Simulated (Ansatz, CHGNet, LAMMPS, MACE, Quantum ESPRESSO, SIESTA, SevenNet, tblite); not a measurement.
**tblite runs on Li+ BF4- in dimethyl sulfoxide at 330 K (96 atoms)**

How near does tblite come to plane waves for Li+ BF4- in dimethyl sulfoxide at 330 K (96 atoms)?

Program: tblite 0.8.0. Level of theory: the method is named at each step. Results are calculated unless marked as measured.

## 1. Starting point

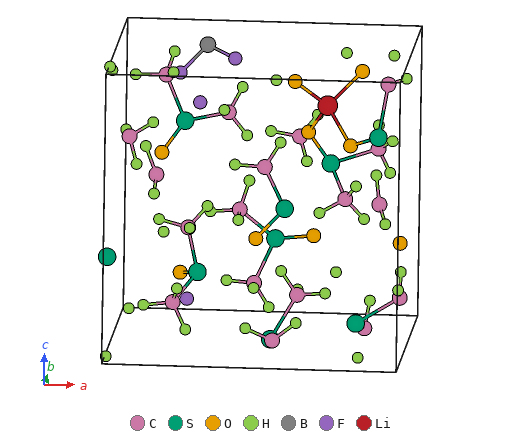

The cell as given, slightly off an axis (carbon pink, sulfur teal, oxygen orange, hydrogen green, boron grey, fluorine purple, lithium red). Bonds to atoms that aren't drawn are left out. Some periodic images of atoms are drawn too.

The cell holds 96 atoms: 18 C, 9 S, 9 O, 54 H, 1 B, 4 F and 1 Li. Its edges and angles: a = 10.470 Å, b = 10.470 Å, c = 10.470 Å, α = 90.0°, β = 90.0°, γ = 90.0°. 9 dimethyl sulfoxide, 1 Li+, 1 BF4- placed at random, at 1.15 g/cm³; overlaps pushed apart, then 10 ps at 550 K with stiff harmonic cages for PF6 and BF4 with UFF radii; Joung-Cheatham ions (J. Phys. Chem. B 112, 9020 (2008)); MMFF94 bonds, angles, torsions, charges and radii (Halgren, J. Comput. Chem. 17, 490 (1996)) in harmonic and 12-6 forms; charges of ions scaled by 0.8. Snapshot after 30 ps at 330 K and fixed volume.

The yardstick, on the same geometry:

| Quantity | Value |
| --- | --- |
| method | Kohn-Sham DFT, PBE, PAW, plane waves (Ansatz 0.2.0); cutoff 420 eV, Γ point, fermi-dirac smearing of 0.05 eV; PAW set soft_2 |
| r.m.s. force component | 0.7783 eV/Å |
| longest force | 3.267 eV/Å |
| pressure | 2.537 GPa |
| gap (highest filled to lowest empty level) | 3.767 eV |
| SCF cycles | 10 |
| time | 19 s on 4 threads of Arm Neoverse N1, shared host |
| CPU time | 69 s |

## 2. GFN1-xTB

Method: GFN1-xTB tight binding, diagonalisation.

File run.py:

```python
import numpy as np
from ase.io import read
from tblite.ase import TBLite

atoms = read("structure.xyz")
atoms.calc = TBLite(method="GFN1-xTB", electronic_temperature=580, accuracy=1.0, max_iterations=250, mixer_damping=0.4, verbosity=1)
energy = atoms.get_potential_energy()
forces = atoms.get_forces()
print(f"energy {energy:.6f} eV")
print("forces (eV/A)")
for i, (a, f) in enumerate(zip(atoms, forces)):
    print(f"{i:4d} {a.symbol:2s} {f[0]:10.5f} {f[1]:10.5f} {f[2]:10.5f}")
stress = -atoms.get_stress(voigt=False) * 160.21766
print("stress (GPa, compression positive)")
for row in stress:
    print(" ".join(f"{x:10.4f}" for x in row))
print("charges (e)")
print(np.array2string(atoms.get_charges(), precision=4, suppress_small=True, max_line_width=110, threshold=100000))
```

File structure.xyz:

```xyz
96
Lattice="10.46989 0.00000 0.00000 0.00000 10.46989 0.00000 0.00000 0.00000 10.46989" Properties=species:S:1:pos:R:3 pbc="T T T"
C 0.68682 2.61077 7.73830
S 9.60141 1.66513 8.13134
C 9.90022 2.05116 9.98597
O 8.54636 2.64941 7.61507
H 0.96983 2.34306 6.79810
H 0.48706 3.66352 7.77431
H 1.53279 2.46199 8.29854
H 0.01466 2.95973 10.03633
H 0.04921 1.30675 0.02031
H 8.94547 2.18025 0.05957
C 4.87886 7.04487 1.69193
S 5.56307 7.74667 3.18347
C 4.32982 7.07471 4.32511
O 6.95913 7.23009 3.42386
H 3.86527 7.49937 1.67256
H 5.38299 7.43519 0.75561
H 4.93770 5.96648 1.72450
H 3.26085 7.41917 4.16126
H 4.63439 7.38902 5.32038
H 4.35903 6.00218 4.15676
C 9.25475 6.73130 6.73298
S 7.61255 6.05306 6.28392
C 8.23750 4.74590 5.26991
O 6.84678 5.45199 7.51403
H 9.19246 7.57999 7.41446
H 9.81039 5.90104 7.18454
H 9.65230 7.07859 5.80294
H 7.34693 4.43107 4.80505
H 8.66781 3.96097 5.89434
H 8.89239 5.05047 4.51022
C 1.69591 6.41385 9.25350
S 2.36337 6.73853 7.54104
C 3.96118 6.02040 8.03491
O 1.61027 5.91800 6.53876
H 0.60244 6.39951 9.23601
H 2.01807 5.42236 9.54404
H 1.92636 7.16277 9.95969
H 3.87637 4.96629 8.32231
H 4.40646 6.52410 8.86391
H 4.61303 6.18394 7.18695
C 2.74688 3.64049 4.30407
S 3.06831 4.08765 2.61297
C 2.30222 2.68291 1.77883
O 2.36442 5.36530 2.33353
H 1.69047 3.88182 4.52571
H 2.87388 2.59287 4.49043
H 3.38219 4.24575 4.97613
H 2.78279 2.44221 0.84754
H 1.24278 2.92581 1.59886
H 2.50722 1.85160 2.43750
C 1.12185 10.22887 4.88023
S 0.08931 0.69855 3.73681
C 9.06745 10.21432 4.03112
O 10.40330 2.06016 4.26208
H 0.72441 10.33472 5.87738
H 1.11756 9.24355 4.38060
[... 36 atom lines left out ...]
F 2.29039 10.00367 0.46769
F 3.28639 1.10656 9.33495
F 3.92569 9.34794 9.32511
Li 7.61486 4.02128 8.76989
```

Run with:

```sh
$ OMP_NUM_THREADS=1 python run.py > output.txt
```

Output:

```text
------------------------------------------------------------
  cycle        total energy    energy error   density error
------------------------------------------------------------
      1     -162.6465533477  -1.6379378E+02   5.7490945E-01
      2     -164.4524588205  -1.8059055E+00   2.8371749E-01
      3     -164.1509789831   3.0147984E-01   2.4071786E-01
      4     -165.0207587621  -8.6977978E-01   3.1614600E-02
      5     -165.0395974574  -1.8838695E-02   1.1786713E-02
      6     -165.0433129266  -3.7154692E-03   5.4196843E-03
      7     -165.0438625162  -5.4958960E-04   2.3943964E-03
      8     -165.0439501762  -8.7659964E-05   7.6558256E-04
      9     -165.0439507908  -6.1461790E-07   4.0805660E-04
     10     -165.0439548269  -4.0360509E-06   9.5198533E-05
     11     -165.0439549202  -9.3317198E-08   2.0238933E-05
     12     -165.0439549303  -1.0149023E-08   5.5764202E-06
------------------------------------------------------------
 total:                                   4.549 sec
energy -4491.074769 eV
forces (eV/A)
   0 C    -2.29063    0.32440    0.41101
   1 S     0.79968    1.93477    1.16473
   2 C    -0.62632   -0.16837   -0.37028
   3 O     0.76759   -0.93447    1.04245
   4 H     0.45202   -0.64199   -3.00265
   5 H    -0.48154    0.52294   -0.06575
   6 H     1.62336   -0.93796    2.02229
   7 H    -0.22051    0.32137   -0.06704
   8 H    -0.30227   -0.37935   -0.48335
   9 H     0.46587   -0.17228   -0.48523
  10 C    -0.11592    0.76418   -1.42689
  11 S     0.35648    2.56422   -0.26368
  12 C    -0.80923   -0.48303    0.03040
  13 O    -0.54870   -0.78804    0.15722
  14 H     0.42177   -0.84487   -0.04141
  15 H    -0.20258   -0.42682    1.23930
  16 H    -0.40430   -0.13031   -0.18961
  17 H     1.53017   -0.13123   -0.22358
  18 H     0.01749   -0.28193   -0.01911
  19 H    -0.14110   -0.11088    0.59112
  20 C    -0.59497   -0.69139    1.01340
  21 S    -1.55220    1.23127    1.58399
  22 C    -0.25178   -1.09149    1.29786
  23 O     2.14450    0.33796   -1.68699
[...]
88 H     0.45071   -0.87747   -0.14914
  89 H    -0.48780    0.42227   -0.52297
  90 B    -0.61363    1.01464   -0.57118
  91 F    -1.14208   -0.42046   -0.15651
  92 F     0.87256    0.37751   -1.12138
  93 F     0.11043   -0.55685    1.13306
  94 F     0.72413   -0.31648    0.74006
  95 Li    0.04626    0.08023   -0.58857
stress (GPa, compression positive)
   -0.2644     0.4942    -0.2830
    0.4942     0.6047     0.1833
   -0.2830     0.1833    -0.8358
charges (e)
[-0.0414  0.2843 -0.0408 -0.4731  0.0648  0.0676  0.0728  0.0568  0.0584  0.0563 -0.0351  0.2589 -0.0429
 -0.5314  0.07    0.0497  0.051   0.0644  0.0505  0.0578 -0.0351  0.2735 -0.0329 -0.4891  0.0434  0.0815
  0.0573  0.0544  0.0948  0.0616 -0.0588  0.2791 -0.0429 -0.4974  0.0459  0.0467  0.0713  0.0579  0.0627
  0.0589 -0.0363  0.2545 -0.051  -0.509   0.0737  0.0547  0.0483  0.0619  0.0526  0.0581 -0.0508  0.2678
 -0.0561 -0.4905  0.0651  0.0476  0.0653  0.0514  0.0555  0.057  -0.0466  0.2798 -0.044  -0.4473  0.0607
  0.0753  0.059   0.0558  0.0627  0.0586 -0.0381  0.2755 -0.0549 -0.5312  0.0637  0.0787  0.0607  0.0733
  0.0534  0.0442 -0.0366  0.2809 -0.0529 -0.4338  0.0779  0.0411  0.0756  0.0649  0.048   0.0533  0.7381
 -0.4171 -0.4272 -0.4354 -0.3972  0.4301]
```

Elapsed: 5.5 s, on 1 thread of Arm Neoverse N1, shared host; peak memory 0.16 GiB.

Banners, paths, timers and routine set-up lines are dropped from the logs unmarked, and long logs keep their key lines alone; longer cuts are marked.

Against the reference:

```
r.m.s. force component                  : 0.7614 eV/Å
r.m.s. difference of force components   : 250 meV/Å
longest difference of force vectors     : 1009 meV/Å
force difference over r.m.s. force      : 32.12 %
slope of forces against the reference's : 0.9269
correlation of force components         : 0.9475
pressure                                : -0.1652 GPa
pressure difference                     : -2.703 GPa
```

Length of the force difference by element (eV/Å):

```csv
element,atoms,mean,most
B,1,0.32,0.32
C,18,0.41,0.58
F,4,0.47,0.62
H,54,0.31,0.45
Li,1,0.36,0.36
O,9,0.60,1.0
S,9,0.67,0.90
```

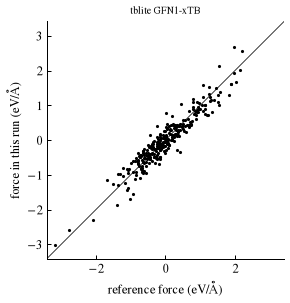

Force components against those of the reference; the line marks equality.

Local excerpt of 10 atoms (numbers count through the whole input) about H5, which bears the longest force; x, y, z are measured from there.

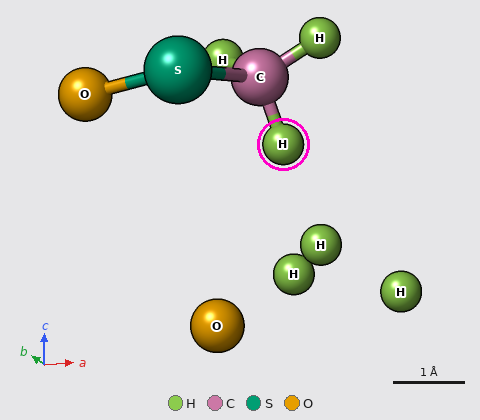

The atoms of the table, within 3.0 Å (arrows a, b, c point along x, y, z); some may hide others; the central atom is ringed.

```csv
atom,x,y,z,distance (Å),bonds,Mulliken charge (e),Fx,Fy,Fz (eV/Å)
H5,0.00,0.00,0.00,0.00,1,0.06,0.45,-0.64,-3.00
C1,-0.28,0.27,0.94,1.02,4,-0.04,-2.29,0.32,0.41
H7,0.56,0.12,1.50,1.61,1,0.07,1.62,-0.94,2.02
H6,-0.48,1.32,0.98,1.71,1,0.07,-0.48,0.52,-0.07
S2,-1.84,-0.68,1.33,2.37,3,0.28,0.80,1.93,1.16
H55,-0.25,-2.48,-0.92,2.66,1,0.07,0.07,-0.52,0.24
O54,-1.04,-0.28,-2.54,2.75,1,-0.49,-0.41,1.30,0.89
H45,0.72,1.54,-2.27,2.84,1,0.07,0.42,-0.05,0.06
H46,1.90,0.25,-2.31,3.00,1,0.05,0.38,-0.44,-0.06
O4,-2.89,0.31,0.82,3.02,2,-0.47,0.77,-0.93,1.04
```

Atoms are counted from 1 here, from 0 in the log.

Forces lie 32 % from the reference's, at 0.080 times its CPU time (on 1 against 4 cores).

## 3. Outcome

```yaml
force_difference_from_the_reference: tblite GFN1-xTB, 32 %
its_cpu_time: 5.5 s
```

In words: Tight binding differs by 32 % (tblite GFN1-xTB); it is another model, with fitted parameters of its own, and the xTB methods hold dispersion. One electronic-structure run takes under half the reference's CPU time: tblite GFN1-xTB, at 32 % in 5.5 s against 69 s; its pressure misses by -2.7 GPa. Periodic xTB results under one method name differ between programs and library versions. The network of contacts between molecules at the start is that of the classical potential that made the cell, and needn't be the one that DFT or experiment would give. The reference's PBE has no dispersion term, which matters for the binding between molecules or layers. The density was typed from a rule of thumb and may lie off the real one at this temperature. The electronic-structure runs sample only Γ, in a cell whose shortest periodic width is 10 Å.

[Also dropped from logs without a mark: logging warnings of Python, and SIESTA's first energy breakdown and zero terms.]

[Logs are printed without paths, hosts, clocks, repeated set-up lines and the standing remarks that a program may print on its own settings, such as how far it seeks lower states.]

[Hosts, paths, dates, database ids (printed as entryN), source tags and the programs' standing remarks are cut or masked in the printed files.]

[The MMFF94 radii named for the starting cell were scaled by 0.96; in molecules described by MMFF94, hydrogen bound to N, O or S took a small fixed 12-6 site in their place.]
